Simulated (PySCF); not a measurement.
| atom | x (Å) | y (Å) | z (Å) |
| --- | --- | --- | --- |
| C | 2.3985 | 1.1821 | 0.1019 |
| C | 1.3463 | 0.1950 | -0.0353 |
| C | 0.5493 | -0.7033 | -0.1493 |
| C | -0.5357 | -1.6671 | -0.2473 |
| C | -1.7894 | -1.0138 | 0.3718 |
| Ga | -1.5719 | 0.9259 | -0.2584 |
| Cl | -1.5815 | 2.5663 | 1.0352 |
| H | 3.2596 | 0.8990 | -0.5029 |
| H | 2.0357 | 2.1551 | -0.2307 |
| H | 2.7037 | 1.2581 | 1.1453 |
| H | -0.2701 | -2.5998 | 0.2600 |
| H | -0.7124 | -1.8869 | -1.3056 |
| H | -1.7070 | -1.0187 | 1.4675 |
| H | -2.6877 | -1.5800 | 0.1124 |
| H | -1.4419 | 1.2960 | -1.7864 |

Geometry: GFN2-xTB.

All numbers below come from wB97X-D/def2-SVPD, SCF density, gas phase in PySCF.

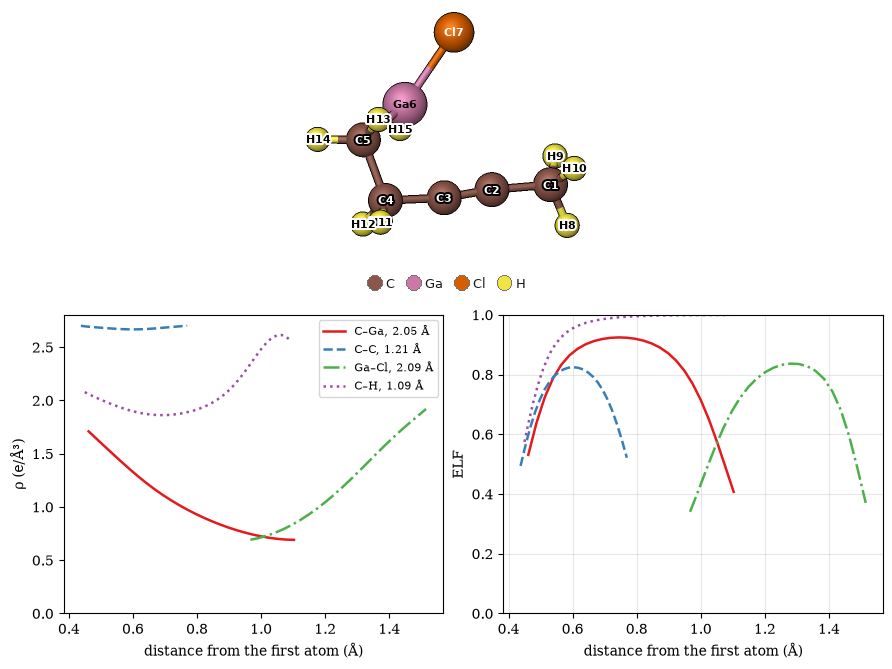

C5H8ClGa (SMILES CC#CC[CH2][GaH][Cl]). Electron density and ELF along straight lines between neighbouring atoms. The curves leave out the atomic cores. The structure is drawn too.

### Compare the contacts.

C–Ga (2.05 Å): ρ at the midpoint is about 0.71 e/Å³; the ELF peaks at about 0.90 in the valence shell of C, 0.7 Å from its nucleus, and is about 0.65 at the midpoint.
C–C (1.21 Å): ρ at the midpoint is about 2.7 e/Å³; the ELF peaks at about 0.80 between the atoms; a short, multiple covalent bond.
Ga–Cl (2.09 Å): ρ at the midpoint is about 0.76 e/Å³; the ELF peaks at about 0.85 in the valence shell of Cl, 0.8 Å from its nucleus, and is about 0.55 at the midpoint.
C–H (1.09 Å): the density is about 2 e/Å³ at the midpoint; the ELF climbs to about 1 towards the hydrogen, as it does in any bond to H; a covalent bond by its length.
